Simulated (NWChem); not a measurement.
**N2 (nitrogen) in NWChem**

Wanted: a structure relaxation of N2 (nitrogen).

Program for the calculation: NWChem 7.3.0.

1 further run of the same task is left out (set aside as unsound or not needed).

### Step 1. The structure to begin with

N2: 2 atoms, total charge 0, spin state singlet. As SMILES, `N#N`. All atoms were displaced at random from a relaxed shape. The run starts from this shape.

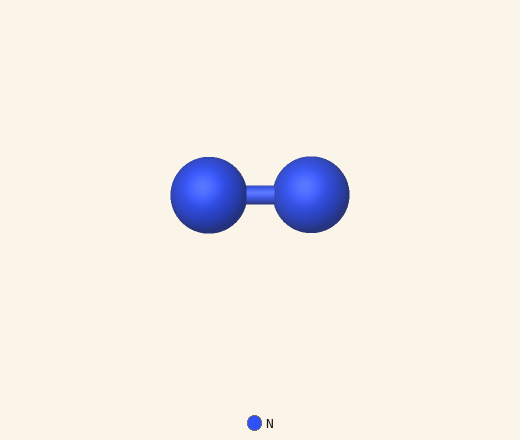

Viewed from a chosen angle; nitrogen blue.

### Step 2. The job

The input, work.nw:

```
start work
title "N2 r2SCAN0"
memory total 2200 mb
geometry units angstrom noautosym noautoz
N        0.472529      -0.150700       0.266573
N       -0.407517       0.134321      -0.285324
end
basis spherical bse
N library TZ2P
end
basis "cd basis" spherical
N library "weigend coulomb fitting"
end
dft
xc r2scan0
odft
grid medium
maxiter 75
noprint "final vectors analysis"
end
driver
maxiter 30
end
task dft optimize
```

Command:

```console
$ nwchem work.nw > work.out
```

Output:

```text
Northwest Computational Chemistry Package (NWChem) 7.3.0
             --------------------------------------------------------

           Job information
           ---------------

    nwchem branch   = 7.3.0
    use scalapack   = T
    input           = work.nw
    prefix          = work.
    data base       = ./work.db
    status          = startup
    nproc           =        1

           Memory information
           ------------------

    heap     =     72089596 doubles =      550.0 Mbytes
    stack    =     72089601 doubles =      550.0 Mbytes
    global   =    144179200 doubles =     1100.0 Mbytes (distinct from heap & stack)
    total    =    288358397 doubles =     2200.0 Mbytes
    verify   = yes
    hardfail = no

           Directory information
           ---------------------

  0 permanent = .
  0 scratch   = .

                                NWChem Input Module
                                -------------------

                                    N2 r2SCAN0
                                    ----------

 Scaling coordinates for geometry "geometry" by  1.889725989
 (inverse scale =  0.529177249)

                             Geometry "geometry" -> ""
                             -------------------------

 Output coordinates in angstroms (scale by  1.889725989 to convert to a.u.)

  No.       Tag          Charge          X              Y              Z
 ---- ---------------- ---------- -------------- -------------- --------------
    1 N                    7.0000     0.44002300    -0.14251050     0.27594850
    2 N                    7.0000    -0.44002300     0.14251050    -0.27594850

      Atomic Mass
      -----------

      N                 14.003070

 Effective nuclear repulsion energy (a.u.)      24.0719103714

            Nuclear Dipole moment (a.u.)
            ----------------------------
        X                 Y               Z
 ---------------- ---------------- ----------------
     0.0000000000     0.0000000000     0.0000000000

            XYZ format geometry
            -------------------
     2
 geometry
 N                     0.44002300    -0.14251050     0.27594850
 N                    -0.44002300     0.14251050    -0.27594850

 ==============================================================================
                                internuclear distances
 ------------------------------------------------------------------------------
       center one      |      center two      | atomic units |  angstroms
 ------------------------------------------------------------------------------
    2 N                |   1 N                |     2.03557  |     1.07718
 ------------------------------------------------------------------------------
                         number of included internuclear distances:          1
 ==============================================================================

 Attempting to read a basis set from a  non-existing file:
 <dir>
 ------------------------------------------------------------------------
 bas_tag_lib: failed opening basis file                   0
 ------------------------------------------------------------------------
 input error at line    9: at end of line looking for character string
 N library TZ2P
 ------------------------------------------------------------------------
  current input line :
     9: N library TZ2P
 ------------------------------------------------------------------------
 ------------------------------------------------------------------------
 There is an error in the specified basis set
 ------------------------------------------------------------------------

0:bas_tag_lib: failed opening basis file:Received an Error in Communication
  Errorcode: -1
```

Wall time 0.48 s (1 thread of INTEL XEON PLATINUM 8581C at 2.30GHz (Emerald Rapids), shared host); peak memory 0.071 GiB.

### Step 3. What went wrong

The run ended with an error.

The telling line is `There is an error in the specified basis set`. What is wrong: the input names a basis that the program doesn't know. To mend it: basis set 6-31++G** in place of TZ2P.
